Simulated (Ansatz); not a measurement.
C3H6GeO (SMILES O=[C]1C[CH2][GeH2]1)

The calculation's input:

```
crystal:
  periodic: [false, false, false]
  atoms:
    - {symbol: C, position_ang: [-0.542316, 0.670791, -0.024349]}
    - {symbol: C, position_ang: [0.063752, 0.093866, -1.327532]}
    - {symbol: C, position_ang: [1.335652, -0.634613, -0.823068]}
    - {symbol: Ge, position_ang: [1.004784, -0.121828, 1.086753]}
    - {symbol: O, position_ang: [-1.538617, 1.311000, 0.121494]}
    - {symbol: H, position_ang: [-0.674571, -0.565776, -1.816086]}
    - {symbol: H, position_ang: [0.265359, 0.919344, -2.032540]}
    - {symbol: H, position_ang: [2.270353, -0.230751, -1.235527]}
    - {symbol: H, position_ang: [1.320957, -1.719415, -0.996402]}
    - {symbol: H, position_ang: [0.697288, -1.269016, 2.077079]}
    - {symbol: H, position_ang: [2.020744, 0.847123, 1.735131]}
basis:
  gaussian: {orbitals: def2-TZVPD}
magnetization: {spin_polarized: false}
hamiltonian: {xc: {name: PBE0}}
output: {forces: true, orbitals: {seedname: orbitals}}
```

Launched as:

```sh
ansatz run input.yaml --threads 2 --pin off --max-ram 4350MiB --events-out events.jsonl --progress --plain --runs-dir runs
```

Geometry: B3LYP-D3(BJ)/def2-SVP.

Level of theory: Ansatz 0.2.0, isolated molecule in a Gaussian basis; Kohn-Sham density functional theory, functional PBE0.

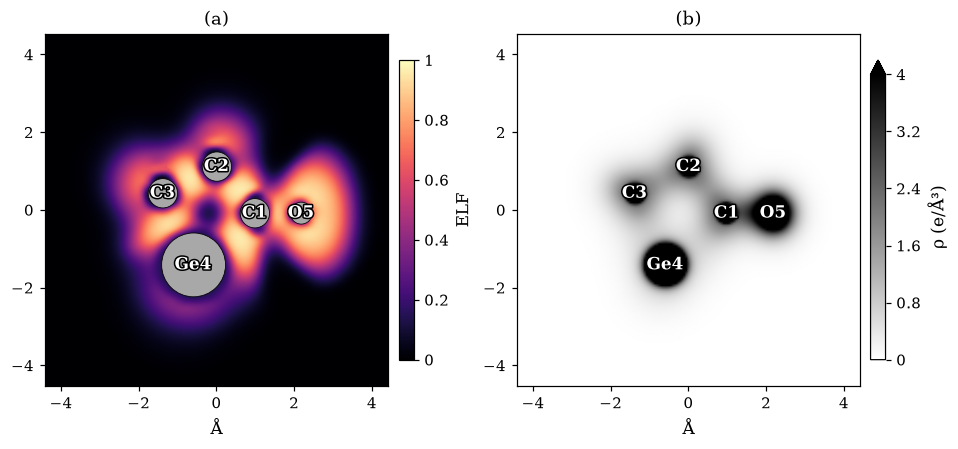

Figure 1. (a) ELF; (b) electron density on the plane of atoms Ge4, C1 and O5. Grey discs cover the atomic cores in the ELF map.

**Read the bonding off the picture.**

Atoms in the plane: C, Ge and O.
C–O (1.19 Å): the density is about 3.5 e/Å³ at the midpoint; the ELF peaks at about 0.85 between the atoms: a multiple bond.
C–C (1.55 Å): ρ at the midpoint is about 1.6 e/Å³; the ELF peaks at about 0.95 between the atoms, as expected for a shared electron pair.
C–Ge (2.00 Å): ρ at the midpoint is about 0.81 e/Å³; the ELF peaks at about 0.90 in the valence shell of C, 0.8 Å from its nucleus, and is about 0.70 at the midpoint.
C–Ge (2.06 Å): the density is about 0.73 e/Å³ at the midpoint; the ELF peaks at about 0.95 in the valence shell of C, 0.7 Å from its nucleus, and is about 0.70 at the midpoint.
The ELF also peaks beside O5, away from the bonds: lone-pair regions.

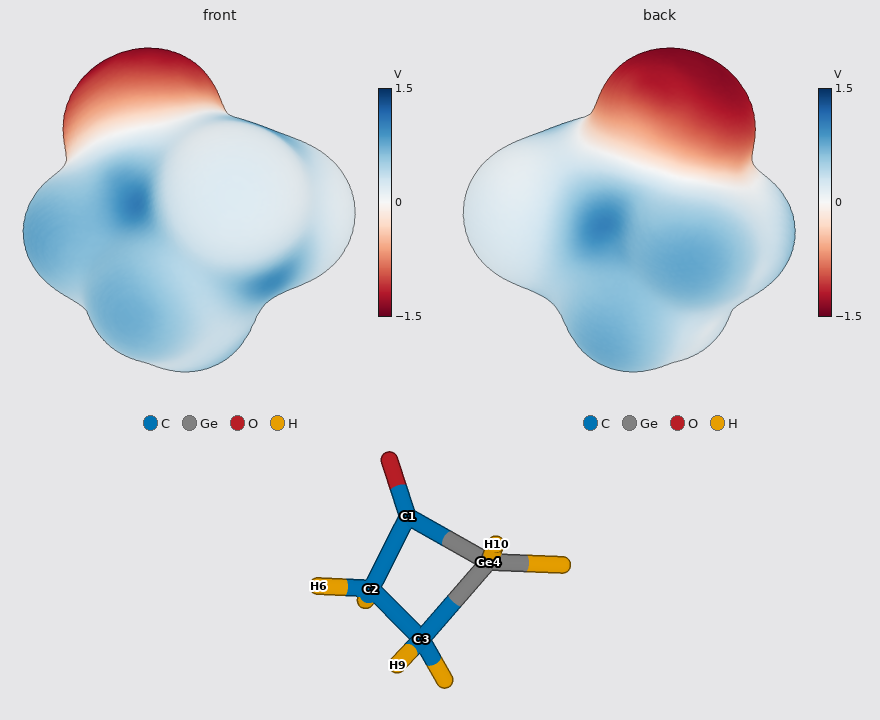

Figure 2. The molecular electrostatic potential painted on the density surface at 0.001 e/bohr³, seen from the front and from behind; the colour scale runs from red (negative) to blue (positive). The bare structure is drawn below in the same view.

**Describe the electrostatic potential map.**

The most negative region (about −1.4 V) lies over O5, the most positive (about +1.0 V) over Ge4. O5 is the likeliest acceptor of a hydrogen bond.

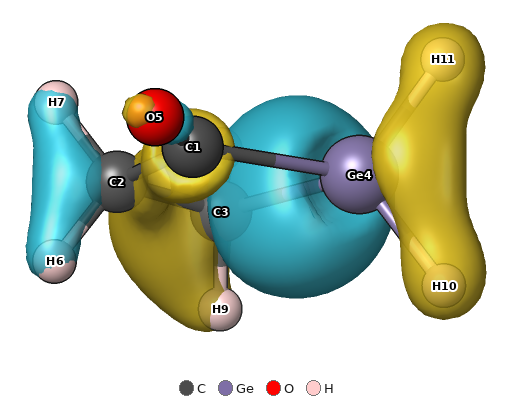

Figure 3. The HOMO−1 at ±0.15 Å⁻³ᐟ² (yellow and cyan are the two phases), seen from one side.

**What is the character of this orbital?**

Its weight (Hirshfeld) is mainly on C3 (about 40 %), Ge4 (about 30 %) and C2 (about 10 %). Its energy is −8.48 eV.
